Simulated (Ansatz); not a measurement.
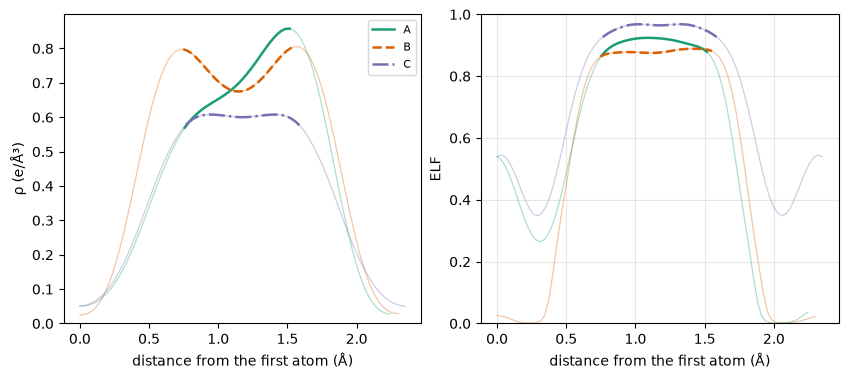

The picture shows: SiP₅. Valence pseudo-density and electron localisation function along straight lines between neighbouring atoms. Thin, pale parts lie inside the atomic spheres.

Space group P-3m1; a generated structure, not necessarily the stable one.

The calculation used Ansatz 0.2.0, DFT PBE, scalar-relativistic, plane waves, PAW.

Core electrons are frozen (PAW), and the valence fields are smoothed inside the atomic spheres.

> Which curve belongs to which contact (P–P, Si–P and Si–Si)? The first atom named is at distance zero.

Curve A: Si–P (2.25 Å): ρ is about 0.69 e/Å³ halfway; the ELF peaks at about 0.90 between the atoms. Curve B: P–P (2.30 Å): the density is about 0.67 e/Å³ at the midpoint; the ELF peaks at about 0.90 between the atoms. Curve C: Si–Si (2.35 Å): the density is about 0.6 e/Å³ at the midpoint; the ELF peaks at about 0.95 between the atoms.
